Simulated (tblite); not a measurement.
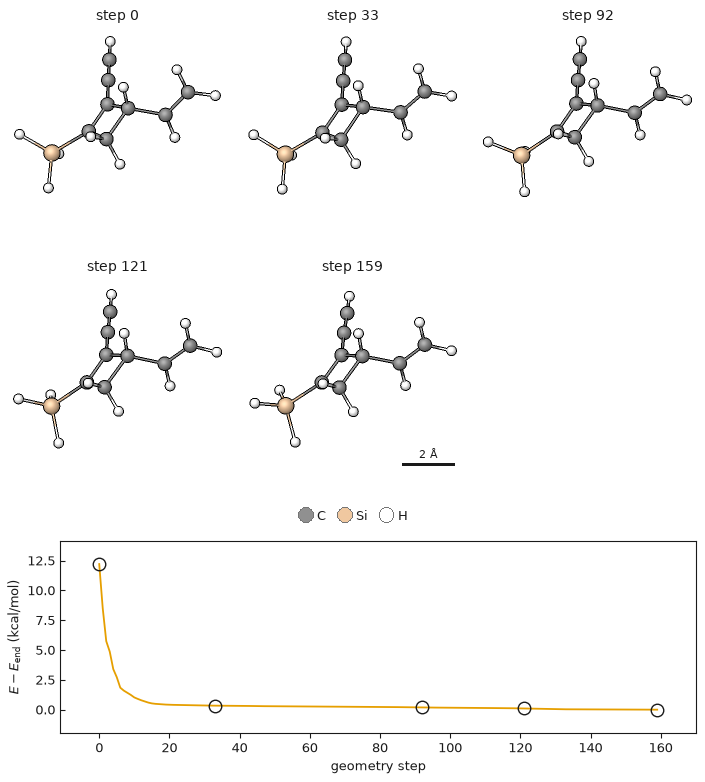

Frames of a relaxation of C₈H₁₀Si, marked on the history of the run. The picture is a ball-and-stick view, seen from a free direction.

The calculation used tblite, GFN2-xTB geometry optimisation, gas phase. 

What happens along the run?

Answer. An H atom moves most after the best rigid fit: 0.90 Å. Largest moves by element: H 0.90 Å, C 0.17 Å, Si 0.09 Å. Near-neighbour distances that change, for instance: C–C 1.457 → 1.521 Å, C–C 1.502 → 1.556 Å, C–C 1.444 → 1.394 Å, C–H 1.140 → 1.093 Å. Bond angles that change, for instance: C–C–H 122.4° → 115.0°, C–C–C 117.8° → 124.4°, C–C–H 108.8° → 115.1°. Groups turn about C–Si by about 40°. The energy falls by 12.2 kcal/mol in 159 geometry steps. From step 0 to 33: an H atom moves most (0.26 Å), energy −11.9 kcal/mol. From step 33 to 92: an H atom moves most (0.35 Å), energy −0.16 kcal/mol. From step 92 to 121: an H atom moves most (0.34 Å), energy −0.08 kcal/mol. From step 121 to 159: an H atom moves most (0.32 Å), energy −0.11 kcal/mol.

```tsv
step	E − E(0), kcal/mol
0	0.00
1	-3.71
2	-6.47
3	-7.35
4	-8.81
5	-9.49
6	-10.37
7	-10.61
8	-10.80
9	-10.97
10	-11.19
18	-11.77
26	-11.84
34	-11.88
41	-11.89
49	-11.92
57	-11.94
65	-11.96
73	-11.98
81	-11.99
88	-12.01
96	-12.04
104	-12.05
112	-12.08
120	-12.11
128	-12.16
135	-12.18
143	-12.19
151	-12.20
159	-12.21
```
